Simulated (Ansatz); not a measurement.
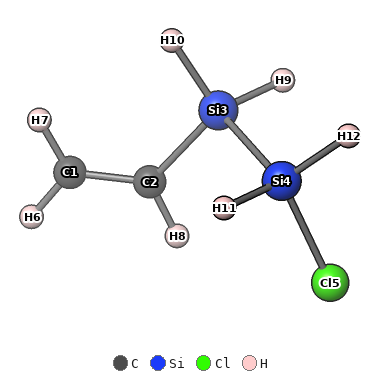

The system is C2H7ClSi2, SMILES C=C[SiH2][SiH2]Cl; the picture shows the reference structure. Coordinates scanned: (1) dihedral H6–C1–C2–Si3; (2) dihedral C2–Si3–Si4–Cl5. Nothing is relaxed (all other coordinates rigid). The scan uses a 12 × 12 grid. Points are written as (first, second). Energies: kJ/mol, counted from the lowest grid point. Energies and slopes of some neighbouring points disagree (a jump in structure or state, or too coarse a mesh). The dihedral twists a double bond; near 90° a spin-restricted reference is unreliable. Level of theory: RKS PBE-D4/def2-SVP (Ansatz 0.2.0).

Its coordinates:

```tsv
atom	x (Å)	y (Å)	z (Å)
C	-0.9729	1.7749	1.2301
C	-0.6993	1.1164	0.0857
Si	0.9329	0.2629	-0.2754
Si	0.4774	-2.0237	-0.5955
Cl	-1.0436	-2.0827	-2.0430
H	-1.9570	2.2401	1.4141
H	-0.2263	1.8813	2.0366
H	-1.4902	1.0340	-0.6831
H	1.5568	0.7757	-1.5482
H	1.8924	0.4703	0.8686
H	-0.0400	-2.6845	0.6534
H	1.6468	-2.8197	-1.1093
```

Range: dihedral H6–C1–C2–Si3 from −180 to 150°; dihedral C2–Si3–Si4–Cl5 from −180 to 150°.

**What will the energy surface look like?**

The lowest grid point is at (−180°, 60°). The same energy is found at (0°, 60°). Other grid points that lie below all their neighbours: (0°, −60°) (2.4 kJ/mol higher); (−180°, −60°) (2.4 kJ/mol higher). The highest grid point, (−90°, 0°), lies 349 kJ/mol above the lowest.

```tsv
dihedral C2–Si3–Si4–Cl5 ↓, dihedral H6–C1–C2–Si3 →	−180	−150	−120	−90	−60	−30	0	30	60	90	120	150
150	6	42	158	342	178	52	6	42	158	342	178	52
120	9	45	161	347	182	56	9	45	161	347	182	56
90	5	41	157	344	179	52	5	41	157	344	179	52
60	0	36	153	339	172	46	0	36	153	339	172	46
30	2	39	156	343	172	47	2	39	156	343	172	47
0	5	43	160	349	176	51	5	43	160	349	176	51
−30	4	41	158	345	175	50	4	41	158	345	175	50
−60	2	39	155	341	174	48	2	39	155	341	174	48
−90	6	42	158	344	178	52	6	42	158	344	178	52
−120	10	46	161	347	184	57	10	46	161	347	184	57
−150	7	43	158	343	182	55	7	43	158	343	182	55
−180	3	39	155	339	176	50	3	39	155	339	176	50
```

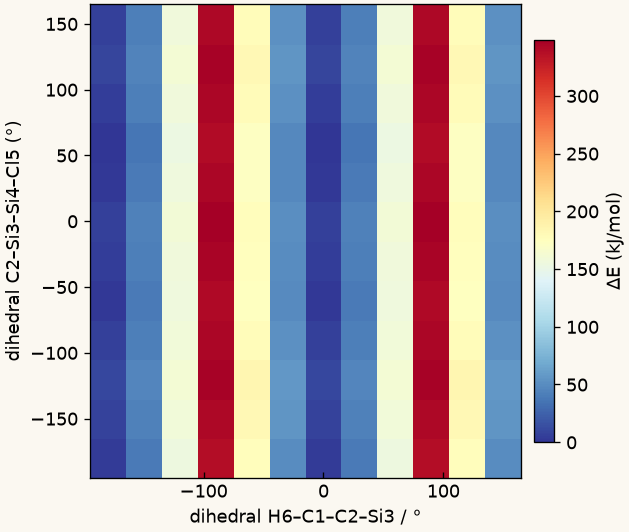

In the figure: one coloured cell a grid point.

Time for the 144 points that were run: 23 min on 1 thread of Arm Neoverse N1, on a shared host.
